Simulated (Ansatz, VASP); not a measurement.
# AgCl: VASP beside Ansatz, part 2 of 2

Aim: how closely do two programs agree when they are given the same cell, functional and k mesh? The cell is taken from a series of VASP runs on this material, whose earlier steps may have relaxed, scaled or displaced it; both programs get it as it stands. Valence electrons are named where the data sets of a main pair hold unlike numbers.

VASP 6.6.1 and Ansatz 0.2.0.

So far. Step 2 (VASP: band structure, LDA): The run ends at a pressure of -0.43 GPa.

### Step 5. VASP: band structure, r2SCAN, spin-orbit coupling

Level of this step: r2SCAN, spin-orbit coupling; plane waves and PAW (Ag, Cl) (VASP).

The same path points are solved in both programs, so levels can be compared one by one. The cell compared in this pair holds 42.63 Å³, against 38.40 Å³ for the pair before.

Contents of INCAR:

```
SYSTEM = AgCl
PREC = Accurate
ENCUT = 350
EDIFF = 1E-06
NELM = 100
ISMEAR = 0
SIGMA = 0.03
LREAL = .FALSE.
ALGO = Normal
METAGGA = R2SCAN
LASPH = .TRUE.
LNONCOLLINEAR = .TRUE.
MAGMOM = 0 0 0 0 0 0
NBANDS = 30
GGA_COMPAT = .FALSE.
LSORBIT = .TRUE.
LMAXMIX = 4
LORBIT = 11
LWAVE = .FALSE.
LCHARG = .FALSE.
KPAR = 4
```

Contents of POSCAR:

```
AgCl
1.0
    0.0000000000      2.7726629968      2.7726629968
    2.7726629968      0.0000000000      2.7726629968
    2.7726629968      2.7726629968      0.0000000000
Ag Cl
1 1
Direct
    0.0000000000      0.0000000000      0.0000000000
    0.5000000000      0.5000000000      0.5000000000
```

Contents of KPOINTS:

```
Automatic mesh
0
Gamma
6 6 6
0 0 0
```

Contents of KPOINTS_OPT:

```
Line mode
10
Line-mode
Reciprocal
  0.00000000   0.00000000   0.00000000 GAMMA
  0.50000000   0.00000000   0.50000000 X

  0.50000000   0.00000000   0.50000000 X
  0.50000000   0.25000000   0.75000000 W

  0.50000000   0.25000000   0.75000000 W
  0.37500000   0.37500000   0.75000000 K

  0.37500000   0.37500000   0.75000000 K
  0.00000000   0.00000000   0.00000000 GAMMA

  0.00000000   0.00000000   0.00000000 GAMMA
  0.50000000   0.50000000   0.50000000 L

  0.50000000   0.50000000   0.50000000 L
  0.62500000   0.25000000   0.62500000 U

  0.62500000   0.25000000   0.62500000 U
  0.50000000   0.25000000   0.75000000 W

  0.50000000   0.25000000   0.75000000 W
  0.50000000   0.50000000   0.50000000 L

  0.50000000   0.50000000   0.50000000 L
  0.37500000   0.37500000   0.75000000 K

  0.62500000   0.25000000   0.62500000 U
  0.50000000   0.00000000   0.50000000 X
```

The projector-augmented-wave data sets are Ag and Cl (PBE family, release 64).

Run with:

```console
> mpirun -np 4 vasp_ncl
```

Numbers of over 12 decimals in the logs are rounded to 6 here.

What it wrote:

```text
[banner, memory and clock lines left out]
running    4 mpi-ranks, on    1 nodes
[...]
|                                                                             |
|               ----> ADVICE to this user running VASP <----                  |
|                                                                             |
|     You enforced a specific xc type in the INCAR file but a different       |
|     [... a line on the potential file left out ...]
|     I HOPE YOU KNOW WHAT YOU ARE DOING!                                     |
|                                                                             |

 LDA part: xc-table for (None), standard interpolation
 POSCAR, INCAR and KPOINTS ok, starting setup
[...]
entering main loop
       N       E                     dE             d eps       ncg     rms          rms(c)
DAV:   1     0.669840909402E+02    0.66984E+02   -0.66843E+03   992   0.801E+02
DAV:   2    -0.291420735585E+02   -0.96126E+02   -0.90980E+02  1098   0.220E+02
[...]
DAV:  15    -0.286604046194E+02    0.13466E-06   -0.89178E-07   844   0.118E-02
   1 F= -.28660405E+02 E0= -.28660405E+02  d E =-.221350E-21  mag=     0.0000    -0.0000    -0.0000
 Start KPOINTS_OPT (optional k-point list driver)
k-point batch [1-16\100]
       N       E                     dE             ncg
DAV:   1     0.139097361372E+04   -0.39712E+04     1024
DAV:   2    -0.829993177161E+02   -0.14740E+04     1106
DAV:   3    -0.143848936579E+03   -0.60850E+02     1130
DAV:   4    -0.144359753533E+03   -0.51082E+00     1134
DAV:   5    -0.144368308787E+03   -0.85553E-02     1160
DAV:   6    -0.144368501918E+03   -0.19313E-03     1148
DAV:   7    -0.144368507231E+03   -0.53124E-05     1154
DAV:   8    -0.144368507364E+03   -0.13354E-06      792
[...]
k-point batch [97-100\100]
       N       E                     dE             ncg
DAV:   1     0.665886875318E+04   -0.17900E+04      240
DAV:   2     0.628154006049E+04   -0.37733E+03      276
DAV:   3     0.626681597806E+04   -0.14724E+02      270
DAV:   4     0.626668813879E+04   -0.12784E+00      290
DAV:   5     0.626668591066E+04   -0.22281E-02      306
DAV:   6     0.626668585986E+04   -0.50799E-04      290
DAV:   7     0.626668585846E+04   -0.13943E-05      306
DAV:   8     0.626668585843E+04   -0.33669E-07      186
```

OUTCAR, selected parts (step 5):

```text
  Total       -0.1205890     -0.1205890     -0.1205890     -0.0000000     -0.0000000      0.0000000
  in kB       -4.5320748     -4.5320748     -4.5320748     -0.0000000     -0.0000000      0.0000000
  external PRESSURE =      -4.5320748 kB  Pullay stress =       0.0000000 kB

 POSITION                                       TOTAL-FORCE (eV/Angst)
 -----------------------------------------------------------------------------------
      0.00000      0.00000      0.00000        -0.000000     -0.000000     -0.000000
      2.77266      2.77266      2.77266         0.000000      0.000000      0.000000
 -----------------------------------------------------------------------------------
    total drift:                               -0.000000     -0.000000     -0.000000

  FREE ENERGIE OF THE ION-ELECTRON SYSTEM (eV)
  ---------------------------------------------------
  free  energy   TOTEN  =       -28.6604046194 eV

  energy  without entropy=      -28.6604046194  energy(sigma->0) =      -28.66040462

 magnetization (x)
# of ion       s       p       d       tot
------------------------------------------
    1       -0.000   0.000  -0.000  -0.000
    2        0.000  -0.000   0.000  -0.000
--------------------------------------------------
tot         -0.000  -0.000  -0.000  -0.000

 magnetization (y)
# of ion       s       p       d       tot
------------------------------------------
    1       -0.000   0.000  -0.000  -0.000
    2        0.000   0.000   0.000   0.000
--------------------------------------------------
tot         -0.000   0.000  -0.000  -0.000

 magnetization (z)
# of ion       s       p       d       tot
------------------------------------------
    1       -0.000   0.000   0.000  -0.000
    2        0.000  -0.000   0.000  -0.000
--------------------------------------------------
tot         -0.000  -0.000   0.000  -0.000

[... 3 further parts left out ...]
[key lines of the parts left out:]
E-fermi :   3.7839
```

The run ends at a pressure of -0.45 GPa.

### Step 6. Ansatz: band structure, r2SCAN, spin-orbit coupling

The same cell, functional, mesh and smearing now go to Ansatz, which takes its cutoff from its data sets.

The cell is taken from a series of VASP runs on this material, whose earlier steps may have relaxed, scaled or displaced it; both programs get it as it stands.

Contents of input.yaml:

```yaml
crystal:
  lattice:
    - [0.0, 2.7726629968, 2.7726629968]
    - [2.7726629968, 0.0, 2.7726629968]
    - [2.7726629968, 2.7726629968, 0.0]
  atoms:
    - { symbol: Ag, position: [0.0, 0.0, 0.0] }
    - { symbol: Cl, position: [0.5, 0.5, 0.5] }
hamiltonian:
  xc: r2scan
  pseudopotentials: { kind: paw_fr }
magnetization:
  noncollinear: true
  spin_orbit: true
kpoints:
  mp_grid: { grid: [6, 6, 6] }
  band_path:
    path:
      - [0.0, 0.0, 0.0]
      - [0.16667, 0.0, 0.16667]
      - [0.33333, 0.0, 0.33333]
      - [0.5, 0.0, 0.5]
      - [0.5, 0.08333, 0.58333]
      - [0.5, 0.19444, 0.69444]
      - [0.5, 0.25, 0.75]
      - [0.45833, 0.29167, 0.75]
      - [0.40278, 0.34722, 0.75]
      - [0.375, 0.375, 0.75]
      - [0.20833, 0.20833, 0.41667]
      - [0.08333, 0.08333, 0.16667]
      - [0.0, 0.0, 0.0]
      - [0.22222, 0.22222, 0.22222]
      - [0.38889, 0.38889, 0.38889]
      - [0.5, 0.5, 0.5]
      - [0.51389, 0.47222, 0.51389]
      - [0.55556, 0.38889, 0.55556]
      - [0.61111, 0.27778, 0.61111]
      - [0.61111, 0.25, 0.63889]
      - [0.56944, 0.25, 0.68056]
      - [0.51389, 0.25, 0.73611]
      - [0.5, 0.27778, 0.72222]
      - [0.5, 0.38889, 0.61111]
      - [0.5, 0.47222, 0.52778]
      - [0.48611, 0.48611, 0.52778]
      - [0.43056, 0.43056, 0.63889]
      - [0.38889, 0.38889, 0.72222]
      - [0.59722, 0.19444, 0.59722]
      - [0.55556, 0.11111, 0.55556]
      - [0.5, 0.0, 0.5]
    npoints: 1
scf:
  occupations: { method: gaussian, width: 0.03 }
  n_extra_bands: 14
output:
  forces: true
  stress: true
  eigenvalues: true
```

Run with:

```console
> ansatz run input.yaml --threads 2 --pin off --max-ram 4608MiB --backend cpu --events-out ev --progress --plain --runs-dir out
```

What it wrote:

```text
[...]
non-collinear run that drives no moment, with spin-orbit: no starting moment large enough to seed its density (crystal.atoms[].spin), no starting occupations that ask for one, no magnetisation constraint and no magnetic field, so the semilocal B_xc is pinned to zero
Crystal: 2 atoms, lattice volume = 42.631 Å³
[...]
k-point 1: bands = [... 22 lower, 6.4978, 6.4978, 6.5351, 6.5351, 10.3845, 10.3845, 17.1260, 17.1260, ... 10 higher]
  k-point 2: bands = [... 22 lower, 7.4127, 7.4127, 7.4581, 7.4581, 12.0329, 12.0329, 15.3797, 15.3797, ... 10 higher]
  k-point 15: bands = [... 22 lower, 6.0575, 6.0575, 6.5741, 6.5741, 11.9446, 11.9446, 16.0021, 16.0021, ... 10 higher]
[key lines of the parts left out:]
SCF converged after 7 iterations
Magnetization: |M| = 0.0000 μB,  M = (+0.0000, +0.0000, +0.0000) μB
Free energy (F): -8680.699445 eV
Fermi energy:    8.560781 eV
P = ⅓ Tr σ = -0.0254 GPa (-0.254 kbar)
```

The job ended after 8.7 s (2 threads of Arm Neoverse V2, shared host; peak memory 0.53 GiB).

### Step 7. Side by side

What differs besides the data sets and the points named for the pairs above, as far as they apply: spin-orbit coupling enters by fully relativistic files in Ansatz and inside the spheres in VASP; VASP keeps PBE cores, Ansatz makes them for the functional; the data sets hold 26 valence electrons in Ansatz (on its fully relativistic PAW (standard-fr) files) and 18 in VASP; the cutoff is 500 eV in Ansatz and 350 eV in VASP. Total energies have different zeros and are not compared.

The two programs side by side:

| quantity | Ansatz | VASP | difference |
| --- | --- | --- | --- |
| pressure (GPa) | -0.03 | -0.45 | +0.43 |
| gap over the path points (eV) | 1.431 | 1.372 | +0.059 |

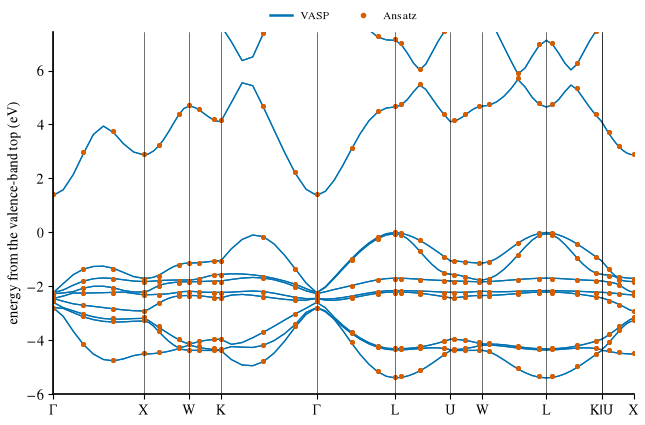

Bands from VASP (lines) and levels from Ansatz (dots). Dots without a line are higher empty bands that the VASP plot leaves out.

Levels at points of the path, from each program's valence-band top (eV; 8 filled, then empty):

| k (reciprocal lattice) | Ansatz | VASP |
| --- | --- | --- |
| 0.000 0.000 0.000 | -2.40 -2.40 -2.29 -2.29 -2.25 -2.25 -2.25 -2.25 1.43 1.43 11.13 11.13 11.13 11.13 | -2.45 -2.45 -2.27 -2.27 -2.23 -2.23 -2.23 -2.23 1.37 1.37 11.27 11.27 11.27 11.27 |
| 0.167 0.000 0.167 | -2.26 -2.26 -2.06 -2.06 -1.81 -1.81 -1.36 -1.36 2.97 2.97 9.44 9.44 9.70 9.70 | -2.25 -2.25 -2.06 -2.06 -1.81 -1.81 -1.36 -1.36 2.91 2.91 9.45 9.45 9.77 9.77 |
| 0.333 0.000 0.333 | -2.24 -2.24 -2.06 -2.06 -1.72 -1.72 -1.34 -1.34 3.75 3.75 8.09 8.09 8.61 8.61 | -2.22 -2.22 -2.05 -2.05 -1.71 -1.71 -1.33 -1.33 3.71 3.71 8.05 8.05 8.65 8.65 |
| 0.500 0.000 0.500 | -2.33 -2.33 -2.22 -2.22 -1.84 -1.84 -1.72 -1.72 2.92 2.92 8.26 8.26 9.24 9.24 | -2.31 -2.31 -2.21 -2.21 -1.82 -1.82 -1.70 -1.70 2.88 2.88 8.30 8.30 9.19 9.19 |
| 0.500 0.083 0.583 | -2.31 -2.31 -1.99 -1.99 -1.81 -1.81 -1.60 -1.60 3.25 3.25 8.20 8.20 9.07 9.07 | -2.29 -2.29 -1.97 -1.97 -1.79 -1.79 -1.59 -1.59 3.20 3.20 8.23 8.23 9.03 9.03 |
| 0.500 0.194 0.694 | -2.23 -2.23 -1.86 -1.86 -1.78 -1.78 -1.20 -1.20 4.40 4.40 8.18 8.18 8.54 8.54 | -2.21 -2.21 -1.84 -1.84 -1.76 -1.76 -1.19 -1.19 4.36 4.36 8.19 8.19 8.53 8.53 |
| 0.500 0.250 0.750 | -2.19 -2.19 -1.84 -1.84 -1.78 -1.78 -1.14 -1.14 4.72 4.72 8.28 8.28 8.34 8.34 | -2.18 -2.18 -1.82 -1.82 -1.76 -1.76 -1.13 -1.13 4.68 4.68 8.28 8.28 8.33 8.33 |
| 0.458 0.292 0.750 | -2.22 -2.22 -1.84 -1.84 -1.73 -1.73 -1.12 -1.12 4.57 4.57 7.96 7.96 8.46 8.46 | -2.20 -2.20 -1.82 -1.82 -1.71 -1.71 -1.12 -1.12 4.53 4.53 7.96 7.96 8.45 8.45 |
| 0.403 0.347 0.750 | -2.24 -2.24 -1.82 -1.82 -1.59 -1.59 -1.07 -1.07 4.21 4.21 7.70 7.70 8.62 8.62 | -2.22 -2.22 -1.80 -1.80 -1.58 -1.58 -1.06 -1.06 4.17 4.17 7.70 7.70 8.60 8.60 |
| 0.375 0.375 0.750 | -2.24 -2.24 -1.82 -1.82 -1.57 -1.57 -1.05 -1.05 4.15 4.15 7.67 7.67 8.64 8.64 | -2.22 -2.22 -1.80 -1.80 -1.55 -1.55 -1.05 -1.05 4.11 4.11 7.67 7.67 8.62 8.62 |

Among the levels compared at these points, filled levels agree within 42 meV and empty ones within 143 meV.

### Step 8. Ansatz: dielectric response, LDA

The response to a field tests empty states and converges slowly with the mesh.

The cell is taken from a series of VASP runs on this material, whose earlier steps may have relaxed, scaled or displaced it; both programs get it as it stands.

Contents of input.yaml:

```yaml
crystal:
  lattice:
    - [0.0, 2.7726629968, 2.7726629968]
    - [2.7726629968, 0.0, 2.7726629968]
    - [2.7726629968, 2.7726629968, 0.0]
  atoms:
    - { symbol: Ag, position: [0.0, 0.0, 0.0] }
    - { symbol: Cl, position: [0.5, 0.5, 0.5] }
hamiltonian:
  xc: lda
  pseudopotentials: { kind: paw }
kpoints:
  mp_grid: { grid: [8, 8, 8] }
scf:
  occupations: { method: fixed }
dielectric:
  method: response
```

What it wrote:

```text
[...]
Crystal: 2 atoms, lattice volume = 42.631 Å³
Basis set: ecut = 420 eV, 869 PW (Γ), exchange–correlation on 54×54×54 points (8 copies of the dense FFT grid, shifted against one another)
Bands: 17, of which v1, the nominal top of the filled ones, is band 13 counted from 1 (12 counted from 0)
Symmetry: 48 space group operations
k-points: 59 of 512 (irreducible under 8 space group operations, time reversal used)
[...]
site 0:
         1.46153    0.00000   -0.00000
         0.00000    1.46153   -0.00000
         0.00000    0.00000    1.46153
    site 1:
        -1.46153   -0.00000    0.00000
        -0.00000   -1.46153    0.00000
        -0.00000   -0.00000   -1.46153
  Z* charge neutrality: 2.134e-4 e pre-enforcement
  solved inside a basis spanned on kpoints, on 8×8×8 k-points, its susceptibility summed on 12×12×12: ε∞ is read to err by 1.4e-2, Z* by 2.0e-2 e (field_mesh: kpoints solves on kpoints); Z* is corrected for what the basis lacks
[key lines of the parts left out:]
SCF converged after 7 iterations
Free energy (F): -8502.845533 eV
Fermi energy:    7.801125 eV
```

It took 15 s on 2 threads; peak memory 0.45 GiB.

### Step 9. VASP: dielectric response, LDA

The same cell, functional (in two slightly different forms) and mesh now go to VASP, with its own data sets.

Contents of INCAR:

```
SYSTEM = AgCl
PREC = Accurate
ENCUT = 350
EDIFF = 1E-08
NELM = 100
ISMEAR = 0
SIGMA = 0.01
LREAL = .FALSE.
ALGO = Normal
GGA = CA
NBANDS = 15
LORBIT = 11
LWAVE = .FALSE.
LCHARG = .FALSE.
KPAR = 4
LEPSILON = .TRUE.
```

POSCAR is that of step 5.

Contents of KPOINTS:

```
Automatic mesh
0
Gamma
8 8 8
0 0 0
```

The projector-augmented-wave data sets are Ag and Cl (LDA family, release 64).

Run with:

```console
> mpirun -np 4 vasp_std
```

What it wrote:

```text
[... set-up lines as in an earlier step ...]
 entering main loop
       N       E                     dE             d eps       ncg     rms          rms(c)
DAV:   1     0.699249725846E+02    0.69925E+02   -0.68828E+03   950   0.773E+02
DAV:   2    -0.453758586644E+01   -0.74463E+02   -0.69011E+02  1066   0.190E+02
DAV:   3    -0.686071003582E+01   -0.23231E+01   -0.23182E+01  1073   0.351E+01
DAV:   4    -0.687620180501E+01   -0.15492E-01   -0.15490E-01  1143   0.313E+00
[...]
DAV:  10    -0.671260421138E+01   -0.95212E-05   -0.29578E-05  1074   0.468E-02    0.167E-02
DAV:  11    -0.671260408649E+01    0.12490E-06   -0.35061E-07  1157   0.537E-03    0.278E-03
DAV:  12    -0.671260408556E+01    0.92882E-09   -0.73604E-08  1087   0.224E-03
   1 F= -.67126041E+01 E0= -.67126041E+01  d E =-.285541E-43
 Linear response reoptimize wavefunctions to high precision
DAV:   1    -0.671260408164E+01    0.39211E-08   -0.61997E-09  1087   0.983E-04
DAV:   2    -0.671260408174E+01   -0.10027E-09   -0.63191E-10   701   0.186E-04
[...]
RMM:  10    -0.540047402387E+00    0.83107E-07    0.83297E-07  2971   0.330E-04    0.179E-05
RMM:  11    -0.540047526377E+00   -0.12399E-06   -0.25508E-07  1636   0.116E-04    0.563E-06
 change of polarisation eV/A/(eV/A) component  2 :     0.223     1.042    -0.021
 dielectric tensor                  component  2 :     0.947     5.422    -0.090
 Linear response to external field, progress :
  Direction:   3
       N       E                     dE             d eps       ncg     rms          rms(c)
RMM:   1    -0.528380354315E+00   -0.52838E+00   -0.22103E+00  3590   0.336E+00
RMM:   2    -0.557161893208E+00   -0.28782E-01   -0.93021E-03  2919   0.580E-01    0.109E+00
RMM:   3    -0.531702094865E+00    0.25460E-01   -0.23956E-02  2785   0.775E-01    0.556E-01
RMM:   4    -0.534724889548E+00   -0.30228E-02   -0.13682E-02  2878   0.609E-01    0.160E-01
[...]
RMM:   9    -0.540047499941E+00   -0.71489E-05   -0.75410E-08  2991   0.130E-03    0.997E-05
RMM:  10    -0.540047419227E+00    0.80714E-07    0.53081E-08  2984   0.331E-04    0.179E-05
RMM:  11    -0.540047543611E+00   -0.12438E-06    0.62602E-07  1634   0.116E-04    0.565E-06
 change of polarisation eV/A/(eV/A) component  3 :     0.065     0.131     1.042
 dielectric tensor                  component  3 :     0.277     0.554     5.422
 Born effective charges drift removed
```

OUTCAR, selected parts (step 9):

```text
  Total       -1.5858892     -1.5858892     -1.5858892      0.0000000      0.0000000      0.0000000
  in kB      -59.6021819    -59.6021819    -59.6021819      0.0000000      0.0000000      0.0000000
  external PRESSURE =     -59.6021819 kB  Pullay stress =       0.0000000 kB

 POSITION                                       TOTAL-FORCE (eV/Angst)
 -----------------------------------------------------------------------------------
      0.00000      0.00000      0.00000         0.000000      0.000000      0.000000
      2.77266      2.77266      2.77266         0.000000      0.000000      0.000000
 -----------------------------------------------------------------------------------
    total drift:                                0.000000     -0.000000     -0.000000

 MACROSCOPIC STATIC DIELECTRIC TENSOR (including local field effects in DFT)
 ------------------------------------------------------
           5.422348     0.000000     0.000000
          -0.000000     5.422348     0.000000
          -0.000000    -0.000000     5.422348
 ------------------------------------------------------

[... 1 part as in an earlier step ...]

[... 1 further part left out ...]
```

The gap is read on the k-mesh alone, so it is an upper bound where the band edges lie off the mesh. Energies printed during the response cycles are not total energies of the cell.

### Step 10. Comparison

What differs besides the data sets and the points named for the pairs above, as far as they apply: VASP's response is taken on the typed mesh, Ansatz refines its own for the field response alone; the data sets hold 26 valence electrons in Ansatz (on its default PAW (the set named soft_2) files) and 18 in VASP. Total energies have different zeros and are not compared.

The two programs side by side:

```csv
quantity,Ansatz,VASP,difference
ε∞ xx,5.49,5.42,+1.32 %
ε∞ yy,5.49,5.42,+1.32 %
ε∞ zz,5.49,5.42,+1.32 %
Born charge of Ag1 (mean of the diagonal) (e),1.46,1.45,+0.01
Born charge of Cl2 (mean of the diagonal) (e),-1.46,-1.45,-0.01
```

### Step 11. Results

```
largest difference of a filled level at the path points (band structure, LDA)                         : 4.8 meV
largest difference of a filled level at the path points (band structure, r2SCAN, spin-orbit coupling) : 42 meV
difference in gap over the path points (band structure, r2SCAN, spin-orbit coupling)                  : 0.059 eV
difference in ε∞ xx (dielectric response, LDA)                                                        : 1.3 %
```

The difference in gap over the path points is 0.059 eV (band structure, r2SCAN, spin-orbit coupling), within the 0.08 eV picked in this series as the mark of a large difference. The data sets hold unlike numbers of valence electrons (26 in Ansatz and 18 in VASP), so part of the differences comes from the potentials. 2 further runs of this series are not shown here. How closely two codes agree says nothing of how well the functional describes the real material.

[Lines on the potential files, build, host, timing and source positions are cut from VASP's logs without a mark.]

[Logs are printed without paths, hosts, clocks, repeated set-up lines and the standing remarks that a program may print on its own settings, such as how far it seeks lower states.]

[Hosts, paths, dates, database ids (printed as entryN), source tags and the programs' standing remarks are cut or masked in the printed files.]
